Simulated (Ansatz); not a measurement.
H₄OSn···H₂

```
atom    x (Å)    y (Å)    z (Å)
  Sn  -0.4422  -0.1745  -0.4318
   H  -0.0363   0.8659   2.2925
   H   0.9883  -0.8763   0.2081
   H  -0.3117   1.5313  -0.5806
   H  -0.9005  -0.9106  -1.9242
   O  -1.9078  -0.5462   0.8416
   H  -2.6151  -1.0613   0.4195
   H  -0.6715   0.5419   2.3209
```

Core potentials replace the inner electrons of Sn; not at a stationary point (largest force 1.6 eV/Å).

The calculation used Ansatz, RKS PBE-D4/def2-TZVP.

Q: What can the converged electron density and electron localisation function tell about the bonding?

A: Sn1···H8 (2.85 Å): the density falls to about 0.07 e/Å³ on the way; the ELF dips to about 0.05 between them.
Sn–O (1.98 Å): ρ is about 0.82 e/Å³ halfway; the ELF peaks at about 0.85 in the valence shell of O, 0.6 Å from its nucleus, and drops to about 0.15 between the two atoms.
H–H (0.71 Å): ρ at the midpoint is about 1.9 e/Å³; the ELF peaks at about 1 between the atoms: an ordinary covalent bond to hydrogen.
O–H (0.97 Å): ρ is about 3.6 e/Å³ halfway; the ELF climbs to about 1 towards the hydrogen, as it does in any bond to H; an ordinary covalent bond to hydrogen.

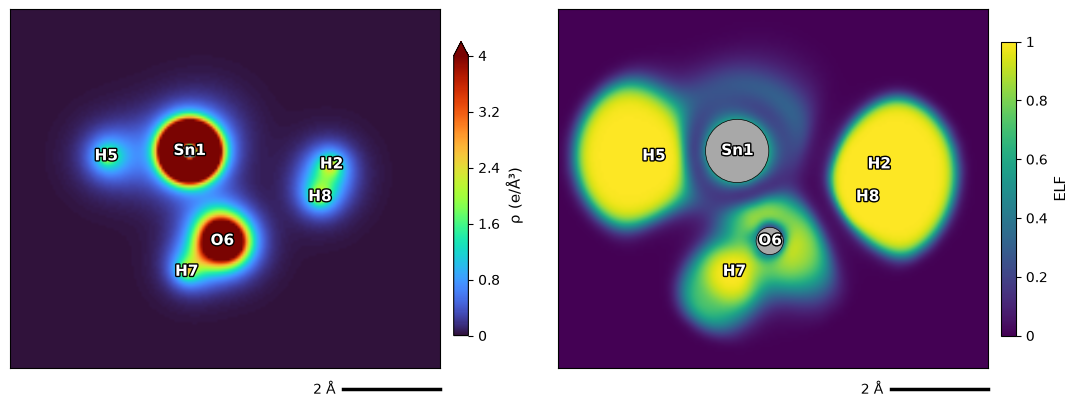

Computed electron density and electron localisation function on the plane of atoms H5, Sn1 and O6, in this order. Grey discs cover the atomic cores in the ELF map. 
